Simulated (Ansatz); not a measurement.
**GaH₂OF₂: a changed input and its effect**

System: GaH₂OF₂, charge +1, SMILES [OH2+][Ga]([F])[F].
Method of the first run: RKS CAM-B3LYP-D4/def2-TZVP (Ansatz 0.2.0).

Text and figures count atoms from 1; the logs count them from 0 in places.

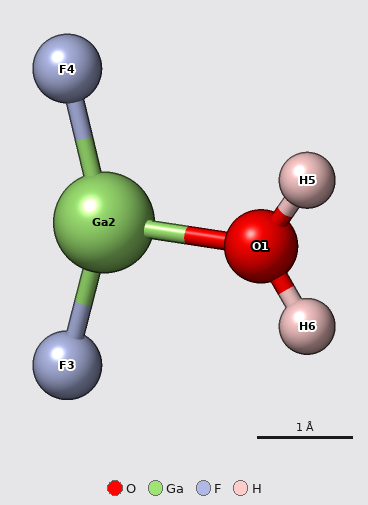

**Figure 1.** The structure as given in the input (ball-and-stick view, seen at a tilt; atoms are numbered from 1 in the order of the input). Sticks mark near contacts. Bond lengths as drawn: F–Ga 1.69 Å, Ga–O 1.87 Å and H–O 0.97 Å.

### The input, the first run
```yaml
crystal:
  periodic: [false, false, false]
  atoms:
    - { symbol: O, position_ang: [-0.472473, 0.778667, -0.139105] }
    - { symbol: Ga, position_ang: [0.486445, -0.801744, 0.143165] }
    - { symbol: F, position_ang: [1.404788, -1.011243, -1.257713] }
    - { symbol: F, position_ang: [0.015877, -1.330231, 1.675795] }
    - { symbol: H, position_ang: [-1.095556, 1.163231, 0.500694] }
    - { symbol: H, position_ang: [-0.411331, 1.320426, -0.944228] }
total_charge: 1
basis:
  gaussian: { orbitals: def2-TZVP }
hamiltonian:
  xc: { name: CAM-B3LYP }
  dispersion: d4
output:
  forces: true
```

Launched with:
```bash
ansatz run input.yaml --threads 1 --pin off --max-ram 2560MiB --backend cpu --events-out ev --progress --plain --runs-dir out
```

Hardware: 1 thread of AMD EPYC (Zen 5), 16 GiB of memory available, shared host.

### Output (the first run)
```
Engine: ansatz 0.2.0, x86_64-unknown-linux-gnu
Functional definition: CAM-B3LYP
  parameter alpha = 0.19
  parameter beta = 0.46
  parameter omega = 0.33/bohr
  parameter ac = 0.81
  exchange = (1 - alpha - beta)*b88_x + beta*b88_x_sr(omega) + alpha*exact_x + beta*exact_x_lr(omega)
  correlation = (1 - ac)*vwn5_c + ac*lyp_c
954 factors; their error is unknown
211 factors; integrals over basis functions are off by at most 1.1e-5 eV
mean field evaluation 1: about -59873.8515 eV, gradient 1.1e2 eV
mean field evaluation 2: about -59851.0957 eV, gradient 1.7e2 eV
mean field evaluation 4: about -59890.5188 eV, gradient 7.2e0 eV
mean field evaluation 8: about -59890.7437 eV, gradient 2.6e-1 eV
mean field evaluation 16: about -59890.7437 eV, gradient 4.1e-5 eV
mean field -59890.74374961 eV, -2200.9442373942 hartree, gradient 4.1e-5 eV, S^2 0.000000; 0 other end points of the search recorded, 0 dependent functions left out
the calculation of the forces begins
reference -59890.74384452 eV, -2200.9442408820 hartree; 29, 29 occupied and 124, 124 virtual orbitals, 954 factors
Total energy: -59890.80600201 eV, -2200.9465251276 hartree
Atom 0 at    -0.472473     0.778667    -0.139105 Å, force    -0.338297     0.557375    -0.099158 eV/Å
Atom 1 at     0.486445    -0.801744     0.143165 Å, force     0.320585    -0.528194     0.094019 eV/Å
Atom 2 at     1.404788    -1.011243    -1.257713 Å, force     0.041889    -0.031245    -0.036038 eV/Å
Atom 3 at     0.015877    -1.330231     1.675795 Å, force     0.001571    -0.040381     0.048902 eV/Å
Atom 4 at    -1.095556     1.163231     0.500694 Å, force    -0.024614     0.018637     0.020846 eV/Å
Atom 5 at    -0.411331     1.320426    -0.944228 Å, force    -0.001134     0.023808    -0.028571 eV/Å
Dipole moment:    -0.627722     1.034627    -0.184705 e Å
```

For the second run the input was changed thus:
```diff
-    - { symbol: Ga, position_ang: [0.486445, -0.801744, 0.143165] }
-    - { symbol: F, position_ang: [1.404788, -1.011243, -1.257713] }
-    - { symbol: F, position_ang: [0.015877, -1.330231, 1.675795] }
+    - { symbol: Ga, position_ang: [0.524391, -0.864285, 0.154335] }
+    - { symbol: F, position_ang: [1.442734, -1.073783, -1.246543] }
+    - { symbol: F, position_ang: [0.053824, -1.392771, 1.686965] }
```

What does this change do to the results?

On the same kind of shared host the second run took about 130 times as long.

### Output (the second run)
```
Engine: ansatz 0.2.0, x86_64-unknown-linux-gnu
Functional definition: CAM-B3LYP
  parameter alpha = 0.19
  parameter beta = 0.46
  parameter omega = 0.33/bohr
  parameter ac = 0.81
  exchange = (1 - alpha - beta)*b88_x + beta*b88_x_sr(omega) + alpha*exact_x + beta*exact_x_lr(omega)
  correlation = (1 - ac)*vwn5_c + ac*lyp_c
954 factors; their error is unknown
211 factors; integrals over basis functions are off by at most 1.2e-5 eV
mean field evaluation 1: about -59873.7454 eV, gradient 1.1e2 eV
mean field evaluation 2: about -59850.2075 eV, gradient 1.7e2 eV
mean field evaluation 4: about -59890.5250 eV, gradient 7.5e0 eV
mean field evaluation 8: about -59890.7557 eV, gradient 2.6e-1 eV
mean field evaluation 16: about -59890.7557 eV, gradient 6.0e-5 eV
mean field -59890.75571530 eV, -2200.9446771252 hartree, gradient 6.0e-5 eV, S^2 0.000000; 0 other end points of the search recorded, 0 dependent functions left out
the calculation of the forces begins
reference -59890.75581047 eV, -2200.9446806224 hartree; 29, 29 occupied and 124, 124 virtual orbitals, 954 factors
Total energy: -59890.81742696 eV, -2200.9469449866 hartree
Atom 0 at    -0.472473     0.778667    -0.139105 Å, force     0.157632    -0.259985     0.046799 eV/Å
Atom 1 at     0.524391    -0.864285     0.154335 Å, force    -0.147981     0.244085    -0.043921 eV/Å
Atom 2 at     1.442734    -1.073783    -1.246543 Å, force    -0.022604     0.015969     0.020683 eV/Å
Atom 3 at     0.053824    -1.392771     1.686965 Å, force    -0.000008     0.021264    -0.027229 eV/Å
Atom 4 at    -1.095556     1.163231     0.500694 Å, force     0.013170    -0.009027    -0.012374 eV/Å
Atom 5 at    -0.411331     1.320426    -0.944228 Å, force    -0.000209    -0.012307     0.016041 eV/Å
Dipole moment:    -0.612567     1.009648    -0.180245 e Å
```

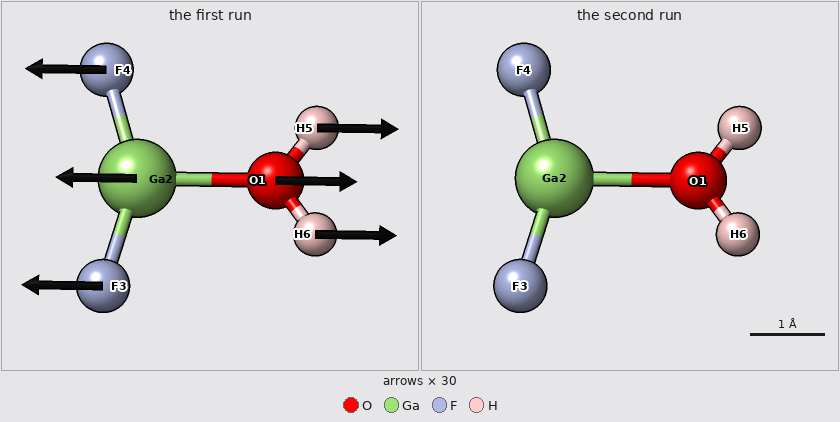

**Figure 2.** The two input geometries at one scale (ball-and-stick view, seen at a tilt). The black arrows on the first give the shifts of the atoms after the best rigid fit, magnified 30 times. The largest moves after the best rigid fit, 0.037 Å, are those of O1, Ga2, F3, F4, H5 and H6. Largest moves by element: F 0.037 Å, Ga 0.037 Å, H 0.037 Å, O 0.037 Å. Among the contacts that change: O1–Ga2 1.870 → 1.944 Å.

### The two runs side by side

```tsv
quantity	the first run	the second run
outcome	converged	converged
total energy (hartree)	−2200.946525	–
largest force (eV/Å)	0.660	–
basis functions	153	–
wall time (shared host)	2.2 s	4.8 min
```
